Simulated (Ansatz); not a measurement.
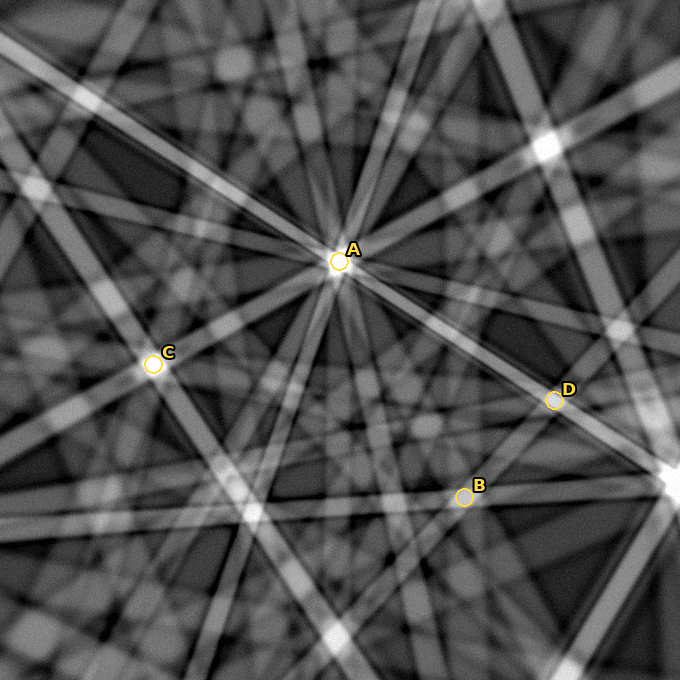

Simulated Kikuchi (electron backscatter) pattern at 15 kV: kinematic bands of width 2θ(Bragg) in gnomonic projection, seen from the camera side; the frame spans ±42° from its centre. Crystal: Li₃LaAg₂, space group P-3m1 (No. 164), a = 4.58 Å, c = 7.13 Å (hexagonal axes). Structure: the geometry relaxed with DFT, PAW plane waves, pbe in Ansatz 0.2.0; the starting structure was generated, so it need not be a known form of this composition.

Pole A is [100] and pole B is [201].

**Index the poles C and D.**

C is [210], 30.0° from A and 46.9° from B. D is [2-11], 35.5° from A and 17.4° from B.

**Which band joins A and C, and how wide is it?**

It comes from the planes common to both zones. The strongest order is 0 0 3 with d = 2.378 Å, so the band is 2θ = 2.4° wide (λ = 0.0994 Å). Other orders of the same planes (0 0 4) lie on the same centre line with other widths.
